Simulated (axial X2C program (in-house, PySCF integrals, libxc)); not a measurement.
**Relativistic diatomic calculation, with input and output: WSi**

System: WSi, single determinant with M_S = 2 and |Λ| = 1.
Method: HF, spin-free X2C-1e, W dyall-v3z, Si dyall-v3z (cores contracted) (axial X2C program (in-house, PySCF integrals, libxc)).

The input:
```
{"zs": [74, 14], "q": 0, "bas": ["dyall-v3z", "dyall-v3z"], "levels": ["PBE0", "HF", "TPSS", "B97-3"], "cc": false, "r0": 2.53, "npts": 10, "nst": 2, "ntry": 6, "opt": {"auxb": 4.0}}
```

The line is the task of a batch: nuclear charges, charge, bases, the levels to run, a first guess of the distance and further settings. This report covers HF without spin-orbit coupling. The log is that of the reference distance 2.436 Å.

Hardware: 1 thread of Arm Neoverse N1, 98 GiB of memory available, shared host.

The run was one of a batch that the task file lists, launched with:
```bash
python <driver script> task.json out
```

Log:
```
spin-free X2C-1e  HF
basis functions 213  fitting functions 648  grid points 5081
iter        total energy     max residual
   1     -16426.895524062     1.06e+00
   2     -16426.951746051     1.43e-02
   3     -16426.960287037     1.21e-01
   4     -16426.963268862     7.43e-02
   5     -16426.964642759     8.86e-03
   6     -16426.964927218     1.28e-02
   7     -16426.964993985     6.39e-03
   8     -16426.965021688     1.02e-03
   9     -16426.965030610     2.20e-03
  10     -16426.965034960     1.05e-03
  11     -16426.965036663     1.18e-04
  12     -16426.965037320     3.76e-04
  13     -16426.965037636     2.54e-04
  14     -16426.965037743     4.38e-05
  15     -16426.965037767     2.99e-05
  16     -16426.965037771     2.25e-05
  17     -16426.965037772     4.48e-06
  18     -16426.965037772     1.29e-06
converged
one-electron -23007.51341553  Coulomb 6697.43116876  exact exchange -341.93516806  xc functional 0.00000000  nuclear repulsion 225.05237706
```

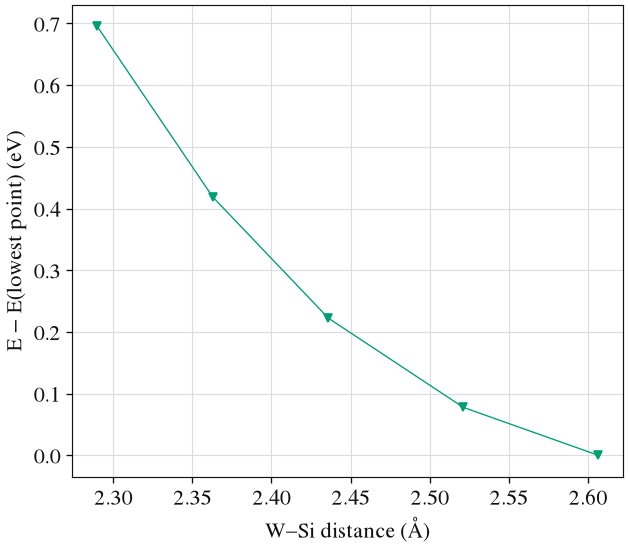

*Energy at 5 bond lengths, for one set of occupations held fixed; the line joins the points.*

The lowest point is at 2.61 Å, the end of the range, so no minimum is bracketed. The whole curve lies above W + Si, so the molecule isn't bound against them at this level.

Outcome:

- outcome: converged
- largest ⟨S²⟩ along the curve: 7.21
- wall time: 8.7 s
- peak memory: 0.36 GiB

What is odd here:

This input holds a deliberate oddity: sparse fitting set (auxb = 4.0). The program ran to the end. Its numbers are those of the input as typed; this run alone doesn't show how far the oddity moves them. Hartree–Fock lacks correlation, so it usually binds too weakly. ⟨S²⟩ reaches 7.21 where a pure state of this multiplicity has 6.00, so the determinant is spin-contaminated. Limits: 5 of the 10 points asked for were kept.
